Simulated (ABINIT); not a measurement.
# MgO (Fm-3m): G0W0 on several meshes in ABINIT, part 2 of 2

How does the mesh move the gap of MgO (Fm-3m)?

ABINIT 10.8.3; LDA and many-body steps on it, plane waves. Known limits of the many-body steps: not at the basis limit.

So far. Step 4 (6×6×6): The gap on the mesh goes from 4.82 eV to 7.51 eV, a correction of +2.70 eV. Step 5 (Empty states on the mesh, 8×8×8 mesh, 108 bands): On this mesh the gap is 4.817 eV.

### 7. 8×8×8

This step: G0W0 on LDA, plane waves, norm-conserving pseudopotentials.

File run.abi:

```
acell 3*1.0 Angstrom
rprim 
  -0.000000000000 2.097001392700 2.097001392700
  2.097001392700 -0.000000000000 2.097001392700
  2.097001392700 2.097001392700 -0.000000000000
ntypat 2
znucl 12 8
natom 2
typat 1 2
xred 
  0.000000000000 0.000000000000 0.000000000000
  0.500000000000 0.500000000000 0.500000000000
pp_dirpath "pseudos"
pseudos "Mg.upf, O.upf"
ecut 38
ngkpt 8 8 8
nshiftk 1
shiftk 0 0 0
kptopt 1
chksymbreak 0
istwfk *1
occopt 1
irdwfk 1
optdriver 4
nband 100
gwcalctyp 0
ecutsigx 38
symsigma 1
nkptgw 3
kptgw 
  0.0000000000 0.0000000000 0.0000000000
  0.5000000000 0.0000000000 0.0000000000
  0.5000000000 0.5000000000 0.0000000000
bdgw 
  6 12
  7 10
  7 10
ecuteps 7.48
irdscr 1
ppmodel 1
indata_prefix "in"
outdata_prefix "out"
tmpdata_prefix "tmp"
```

On the command line:

```
OMP_NUM_THREADS=1 mpirun -n 4 abinit run.abi > log
```

What it wrote:

```text
.Version 10.8.3 of ABINIT. v10.8.2 released Aug 2026.

 Symmetries : space group Fm -3 m (#225); Bravais cF (face-center cubic)
[... echo of the input left out ...]
== DATASET  1 ==================================================================
-   mpi_nproc: 4, omp_nthreads: 1 (-1 if OMP is not activated)

--- !DatasetInfo
iteration_state: {dtset: 1, }
dimensions: {natom: 2, nkpt: 29, mband: 100, nsppol: 1, nspinor: 1, nspden: 1, mpw: 1411, }
cutoff_energies: {ecut:  38.0, pawecutdg:  -1.0, }
electrons: {nelect:   1.60000000E+01, charge:   0.00000000E+00, occopt:   1.00000000E+00, tsmear:   1.00000000E-02, }

 SIGMA: Calculation of the GW corrections

 Based on a program developped by R.W. Godby, V. Olevano, G. Onida, and L. Reining.
 Incorporated in ABINIT by V. Olevano, G.-M. Rignanese, and M. Torrent.
.Using double precision arithmetic ; gwpc =  8

[... cell and pseudopotentials left out ...]
--------------------------------------------------------------------------------

 ==== K-mesh for the wavefunctions ====
 Number of points in the irreducible wedge :    29
[... list of points left out ...]
 Together with 48 symmetry operations and time-reversal symmetry
 yields   512 points in the full Brillouin Zone.

 ==== Q-mesh for screening function ====
 Number of points in the irreducible wedge :    29
[... list of points left out ...]
 Together with 48 symmetry operations and time-reversal symmetry
 yields   512 points in the full Brillouin Zone.

 vcoul_init : cutoff-mode = AUXILIARY_FUNCTION
 q-points for optical limit:   1
     1)      0.000010    0.000020    0.000030
 setmesh: FFT mesh size selected  =    32x   32x   32
          total number of points  =        32768

 Number of electrons calculated from density =   16.0000; Expected =   16.0000
[...]
number of plane-waves for wavefunctions          1411
 number of bands                                   100
 number of q-points in IBZ                          29
 number of frequencies                               2
 number of real frequencies                          1
 number of imag frequencies                          1

 matrix elements of self-energy operator (all in [eV])

 Perturbative Calculation

--- !SelfEnergy_ee
iteration_state: {dtset: 1, }
kpoint     : [   0.000,    0.000,    0.000, ]
spin       : 1
KS_gap     :    4.817
QP_gap     :    7.502
Delta_QP_KS:    2.685
data: !SigmaeeData |
     Band     E0 <VxcDFT>   SigX SigC(E0)      Z dSigC/dE  Sig(E)    E-E0       E
        6   4.459 -19.926 -25.542   3.784   0.807  -0.239 -21.404  -1.478   2.981
        7   4.459 -19.926 -25.542   3.784   0.807  -0.239 -21.404  -1.478   2.981
        8   4.459 -19.926 -25.542   3.784   0.807  -0.239 -21.404  -1.478   2.981
[...]
--- !SelfEnergy_ee
iteration_state: {dtset: 1, }
kpoint     : [   0.500,    0.000,    0.000, ]
spin       : 1
KS_gap     :    8.519
QP_gap     :   11.510
Delta_QP_KS:    2.991
data: !SigmaeeData |
     Band     E0 <VxcDFT>   SigX SigC(E0)      Z dSigC/dE  Sig(E)    E-E0       E
[...]
--- !SelfEnergy_ee
iteration_state: {dtset: 1, }
kpoint     : [   0.500,    0.500,    0.000, ]
spin       : 1
KS_gap     :   10.397
QP_gap     :   13.326
Delta_QP_KS:    2.929
data: !SigmaeeData |
     Band     E0 <VxcDFT>   SigX SigC(E0)      Z dSigC/dE  Sig(E)    E-E0       E
[...]
9  13.481  -9.564  -3.976  -4.124   0.872  -0.147  -8.287   1.277  14.758
       10  14.329 -12.840  -6.562  -4.367   0.866  -0.155 -11.187   1.654  15.983

== END DATASET(S) ==============================================================
================================================================================

 -outvars: echo values of variables after computation  --------
           etotal      0.0000000000E+00
            nband         100
             nkpt          29
          spgroup         225
 [... the other variables as echoed above ...]

 Calculation completed.
```

Wall time 13 s (4 MPI ranks of Arm Neoverse V2, shared host); peak memory 1.2 GiB; 52 s of CPU time.

This step gave:

* G0W0 gap on the points computed: 7.502 eV
* starting gap on the mesh: 4.817 eV
* k of the valence top: 0, 0, 0
* k of the conduction bottom: 0, 0, 0
* Z at the valence top: 0.807
* Z at the conduction bottom: 0.853
* least direct G0W0 gap on the computed points: 7.502 eV

Against G0W0 in ABINIT (6×6×6 mesh, 100 bands, screening to 203.5 eV, Godby-Needs plasmon pole), the gap moves by −0.010 eV.

### 8. Empty states on the mesh, 10×10×10 mesh, 108 bands

This step: DFT, LDA, plane waves, norm-conserving pseudopotentials.

File run.abi:

```
acell 3*1.0 Angstrom
rprim 
  -0.000000000000 2.097001392700 2.097001392700
  2.097001392700 -0.000000000000 2.097001392700
  2.097001392700 2.097001392700 -0.000000000000
ntypat 2
znucl 12 8
natom 2
typat 1 2
xred 
  0.000000000000 0.000000000000 0.000000000000
  0.500000000000 0.500000000000 0.500000000000
pp_dirpath "pseudos"
pseudos "Mg.upf, O.upf"
ecut 38
ngkpt 10 10 10
nshiftk 1
shiftk 0 0 0
kptopt 1
chksymbreak 0
irdden 1
istwfk *1
nband 108
prtvol 0
optdriver 6
gwr_task "HDIAGO"
paral_kgb 0
occopt 1
indata_prefix "in"
outdata_prefix "out"
tmpdata_prefix "tmp"
```

What it wrote:

```text
[banner, memory and clock lines left out]
.Version 10.8.3 of ABINIT. v10.8.2 released Aug 2026.

 Symmetries : space group Fm -3 m (#225); Bravais cF (face-center cubic)
[... echo of the input left out ...]
== DATASET  1 ==================================================================
-   mpi_nproc: 4, omp_nthreads: 1 (-1 if OMP is not activated)

--- !DatasetInfo
iteration_state: {dtset: 1, }
dimensions: {natom: 2, nkpt: 47, mband: 108, nsppol: 1, nspinor: 1, nspden: 1, mpw: 1411, }
cutoff_energies: {ecut:  38.0, pawecutdg:  -1.0, }
[...]
Integrated=    1.6000E+01

 === KS gaps after direct diagonalization ===
 Direct band gap semiconductor
 Fundamental gap:     4.817 (eV)
   VBM:     4.459 (eV) at k: [ 0.0000E+00,  0.0000E+00,  0.0000E+00]
   CBM:     9.275 (eV) at k: [ 0.0000E+00,  0.0000E+00,  0.0000E+00]
 Direct gap:         4.817 (eV) at k: [ 0.0000E+00,  0.0000E+00,  0.0000E+00]

== END DATASET(S) ==============================================================

 -outvars: echo values of variables after computation  --------
           etotal      0.0000000000E+00
            nband         108
             nkpt          47
          spgroup         225
 [... the other variables as echoed above ...]

 Calculation completed.
```

Elapsed: 26 s, on 4 MPI ranks; peak memory 0.69 GiB; 1.7 min of CPU time.

This step gave:

| Item | Value |
| --- | --- |
| gap | 4.817 eV |
| k of the valence top | 0, 0, 0 |
| k of the conduction bottom | 0, 0, 0 |
| least direct gap | 4.817 eV |
| k points computed | 47 |
| lowest point of the top converged band, above the valence top | 153.3222 eV |

On this mesh the gap is 4.817 eV.

### 9. Screening, 10×10×10 mesh, 100 bands, screening to 203.5 eV

This step: RPA screening on LDA, plane waves, norm-conserving pseudopotentials.

Changes to run.abi since step 8:

```diff
@@ -20,10 +20,11 @@
 chksymbreak 0
-irdden 1
 istwfk *1
-nband 108
-prtvol 0
-optdriver 6
-gwr_task "HDIAGO"
-paral_kgb 0
 occopt 1
+irdwfk 1
+optdriver 3
+nband 100
+ecuteps 7.48
+inclvkb 2
+awtr 1
+symchi 1
 indata_prefix "in"
```

What it wrote:

```text
.Version 10.8.3 of ABINIT. v10.8.2 released Aug 2026.

 Symmetries : space group Fm -3 m (#225); Bravais cF (face-center cubic)
[... echo of the input left out ...]
== DATASET  1 ==================================================================
-   mpi_nproc: 4, omp_nthreads: 1 (-1 if OMP is not activated)

--- !DatasetInfo
iteration_state: {dtset: 1, }
dimensions: {natom: 2, nkpt: 47, mband: 100, nsppol: 1, nspinor: 1, nspden: 1, mpw: 1411, }
cutoff_energies: {ecut:  38.0, pawecutdg:  -1.0, }
[...]
--------------------------------------------------------------------------------
[... chi0 elements left out ...]
 For q-point:  0.000010 0.000020 0.000030
  dielectric constant =   3.0765
  dielectric constant without local fields =   3.2943

  Average fulfillment of the sum rule on Im[epsilon] for q-point    1 :     74.16  [%]
[... wings left out ...]
  q-point number  2        q = ( 0.100000, 0.000000, 0.000000) [r.l.u.]
--------------------------------------------------------------------------------
[... chi0 elements left out ...]
  Average fulfillment of the sum rule on Im[epsilon] for q-point    2 :     89.27  [%]

 [... 45 further q-points ...]
```

The job ended after 14 min (4 MPI ranks; peak memory 2 GiB).

This step gave:

```
ε∞ with local fields, on this mesh, along the program's q direction : 3.076
the same without local fields                                       : 3.294
plasma frequency                                                    : 34.59 eV
plane waves in the screening matrix                                 : 113
```

### 10. 10×10×10

This step: G0W0 on LDA, plane waves, norm-conserving pseudopotentials.

Changes to run.abi since step 9:

```diff
@@ -23,8 +23,19 @@
 irdwfk 1
-optdriver 3
+optdriver 4
 nband 100
+gwcalctyp 0
+ecutsigx 38
+symsigma 1
+nkptgw 3
+kptgw 
+  0.0000000000 0.0000000000 0.0000000000
+  0.5000000000 0.0000000000 0.0000000000
+  0.5000000000 0.5000000000 0.0000000000
+bdgw 
+  6 12
+  7 10
+  7 10
 ecuteps 7.48
-inclvkb 2
-awtr 1
-symchi 1
+irdscr 1
+ppmodel 1
 indata_prefix "in"
```

What it wrote:

```text
.Version 10.8.3 of ABINIT. v10.8.2 released Aug 2026.

 Symmetries : space group Fm -3 m (#225); Bravais cF (face-center cubic)
[... echo of the input left out ...]
== DATASET  1 ==================================================================
-   mpi_nproc: 4, omp_nthreads: 1 (-1 if OMP is not activated)

--- !DatasetInfo
iteration_state: {dtset: 1, }
dimensions: {natom: 2, nkpt: 47, mband: 100, nsppol: 1, nspinor: 1, nspden: 1, mpw: 1411, }
cutoff_energies: {ecut:  38.0, pawecutdg:  -1.0, }
[...]
Band     E0 <VxcDFT>   SigX SigC(E0)      Z dSigC/dE  Sig(E)    E-E0       E
[...]
9  13.481  -9.564  -3.981  -4.121   0.872  -0.147  -8.289   1.275  14.756
       10  14.329 -12.840  -6.566  -4.366   0.866  -0.155 -11.188   1.652  15.982

== END DATASET(S) ==============================================================
================================================================================

 -outvars: echo values of variables after computation  --------
           etotal      0.0000000000E+00
            nband         100
             nkpt          47
          spgroup         225
 [... the other variables as echoed above ...]

 Calculation completed.
```

The job ended after 22 s (4 MPI ranks; peak memory 1.7 GiB; 87 s of CPU time).

This step gave:

```yaml
g0w0_gap_on_the_points_computed: 7.498 eV
starting_gap_on_the_mesh: 4.817 eV
k_of_the_valence_top: 0, 0, 0
k_of_the_conduction_bottom: 0, 0, 0
least_direct_g0w0_gap_on_the_computed_points: 7.498 eV
```

Against G0W0 in ABINIT (6×6×6 mesh, 100 bands, screening to 203.5 eV, Godby-Needs plasmon pole), the gap moves by −0.014 eV.

### 11. Side by side

Times are wall times on 4 MPI ranks of Arm Neoverse V2, shared host, good to a factor of about two. A run's time includes the screening step that it read.

```
     run      mesh  bands  screening cutoff (eV)  DFT gap (eV)  gap on the mesh (eV)  direct (eV)  ε∞ used     time
   6×6×6     6×6×6    100                  203.5         4.817                 7.512        7.512     3.09     60 s
   8×8×8     8×8×8    100                  203.5         4.817                 7.502        7.502     3.08  4.1 min
10×10×10  10×10×10    100                  203.5         4.817                 7.498        7.498     3.08   15 min
```

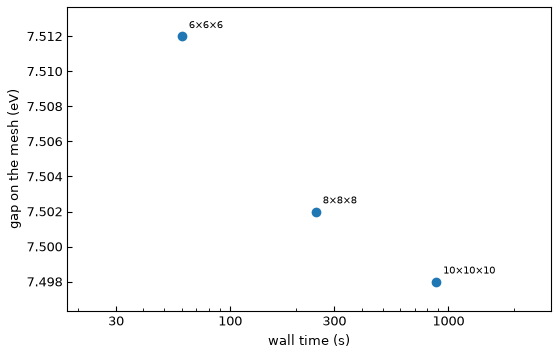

Result against wall time.

### 12. Summary of results

- 6×6×6: 7.512 eV
- 8×8×8: 7.502 eV
- 10×10×10: 7.498 eV
- known limits: not at the basis limit

**Reading.** 8×8×8: −0.010 eV against 6×6×6. 10×10×10: −0.014 eV against 6×6×6. Bands and cutoff are finite, so the gap is not at the basis limit. The miss can reach some tenths of an eV and take either sign; the mesh is an error of its own. In the G0W0 runs levels were corrected at 3 k points alone, so a gap called «on the mesh» is the least over those, and an edge elsewhere would be missed.

[Paths, hosts, dates, memory and timing lines, banners, echoed tables and standing remarks are left out of the program output.]

[Logs are printed without paths, hosts, clocks, repeated set-up lines and the standing remarks that a program may print on its own settings, such as how far it seeks lower states.]

[Runs of the session that timed out or met a known fault of the program may be left out.]

[Hosts, paths, dates, database ids (printed as entryN), source tags and the programs' standing remarks are cut or masked in the printed files.]

[G0W0 gaps are taken among the corrected bands and points alone; a level outside them can change the order at an edge.]

[Where Ansatz stands beside ABINIT at settings called matched, ABINIT's density can come from a denser mesh and the files from another edition; pairs whose starting gaps differed by over 0.03 eV were left out, so agreement reads better than it is.]
